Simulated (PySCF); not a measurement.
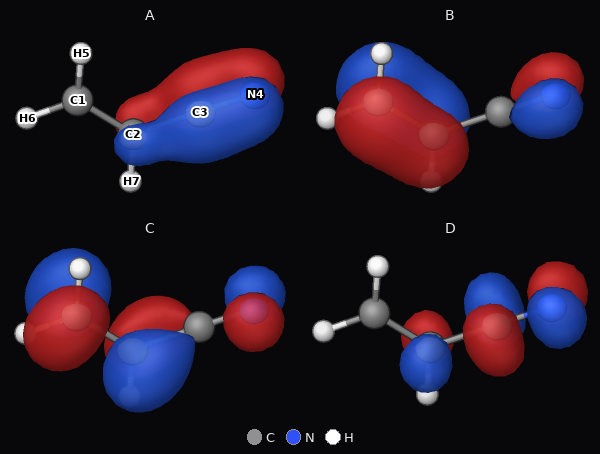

C3H3N, SMILES `C=CC#N`. Natural orbitals of the π active space, CASSCF(4,4), triplet state at the geometry of the singlet, in order of falling occupation. The active space holds only one of the two perpendicular π systems.

PySCF calculation, aug-cc-pVDZ basis, gas phase; geometry: GFN2-xTB. No frequency check shows the geometry to be a minimum.

Input script:

```python
import numpy as np
from pyscf import gto, scf, dft, mcscf, mrpt
from pyscf.mcscf import avas

def solve(mol, dm0=None, hcore=None):
    mf = scf.ROHF(mol) if mol.spin else scf.RHF(mol)
    mf = mf.density_fit(auxbasis='def2-universal-jkfit')
    mf.conv_tol, mf.max_cycle = 1e-8, 80
    if hcore is not None:
        mf.get_hcore = lambda *args: hcore
    mf.kernel(dm0)
    if not mf.converged:
        mf = mf.newton().run(mf.mo_coeff, mf.mo_occ, max_cycle=30)
    assert mf.converged, 'SCF not converged'
    return mf

mol = gto.M(atom='''
C      1.58654    -0.35619     0.00000
C      0.57704     0.50649     0.00000
C     -0.77267     0.09480     0.00000
N     -1.87230    -0.22913     0.00000
H      1.41936    -1.42087     0.00000
H      2.61078    -0.02401     0.00000
H      0.73055     1.57825     0.00000
''', basis='aug-cc-pvdz', charge=0, spin=0, verbose=4)
mf = solve(mol)
ncas, nel, orbs = avas.avas(mf, ['C 2pz', 'N 2pz'], threshold=0.5, openshell_option=3)
print('active space', nel, ncas)
assert 2 <= ncas <= 10, 'active space too large or empty'
mc = mcscf.CASSCF(mf, ncas, nel)
mc.natorb, mc.max_cycle_macro = True, 60
mc.fix_spin_(ss=mol.spin / 2 * (mol.spin / 2 + 1))
mc.kernel(orbs)
occ = mc.mo_occ[mc.ncore:mc.ncore + ncas]
print('natural occupations', occ.round(4))
e2 = mrpt.NEVPT(mc).kernel()
out = dict(c=mc.mo_coeff[:, mc.ncore:mc.ncore + ncas], occ=occ, e=mc.e_tot, e2=e2, ehf=mf.e_tot, ok=mc.converged, nel=nel, w0=abs(mc.ci).max() ** 2, dm=mc.make_rdm1())
# the other spin state at the same geometry
other = mol.copy().set(spin=2).build()
mo = scf.ROHF(other).density_fit(auxbasis='def2-universal-jkfit').run()
na = (nel + other.spin) // 2
m2 = mcscf.CASSCF(mo, ncas, (na, nel - na))
m2.natorb = True
m2.fix_spin_(ss=other.spin / 2 * (other.spin / 2 + 1))
m2.kernel(mc.mo_coeff)
e2o = mrpt.NEVPT(m2).kernel()
print('other state above this one / eV: CASSCF', (m2.e_tot - mc.e_tot) * 27.211386, 'NEVPT2', (m2.e_tot + e2o - mc.e_tot - e2) * 27.211386)
np.savez('result.npz', eo=m2.e_tot, e2o=e2o, oko=m2.converged, occo=m2.mo_occ[mc.ncore:mc.ncore + ncas], co=m2.mo_coeff[:, mc.ncore:mc.ncore + ncas], **out)
```

Launched as:

```sh
OMP_NUM_THREADS=1 python input.py
```

The run took 34 s on 1 thread of Arm Neoverse V2, with other jobs on the host, peak memory 0.32 GiB.

What are the natural occupation numbers?

A 1.93, B 1.02, C 0.98, D 0.07.

Where does the lowest triplet lie relative to the singlet, at this geometry and within this active space?

4.15 eV above it by strongly contracted NEVPT2 (+3.94 eV by CASSCF); a small basis tends to put such gaps a few tenths of an eV too high. This is a vertical energy for π states alone; a state that uses lone pairs or σ orbitals may lie lower.
